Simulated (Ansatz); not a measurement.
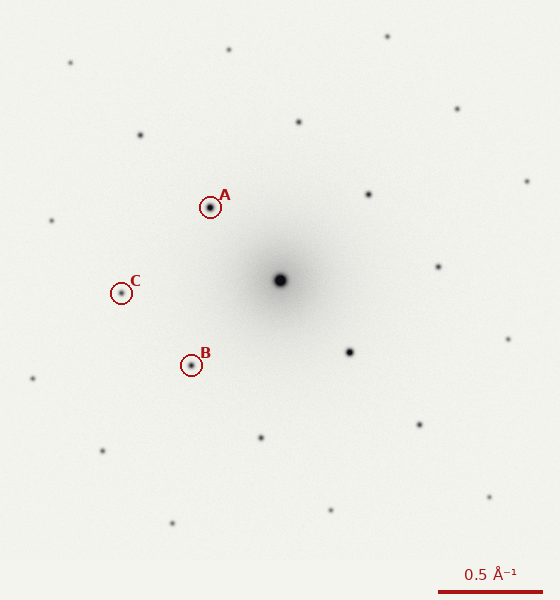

Computed electron diffraction pattern, 200 kV, single scattering only, B = 0.5 Å². The zone axis points towards the electron source and the pattern is seen from the source side.

The sample is PrC, space group Pm-3m (No. 221), a = 2.92 Å. Structure: the input geometry of an electronic-structure calculation (not necessarily at equilibrium); the starting structure was generated, so it need not be a known form of this composition.

Spot A is indexed 0 -1 1 and spot B 1 -1 -1.

Give hkl for C.

Answer. C = A + B = 1 -2 0 (d = 1.304 Å).

Give [uvw].

Answer. The cross product of A and B is parallel to [211]; every spot obeys hu + kv + lw = 0.

What are the spacings of A and B and the angle between them?

Answer. d(A) = 2.062 Å, d(B) = 1.684 Å, and the angle is 90.0°.
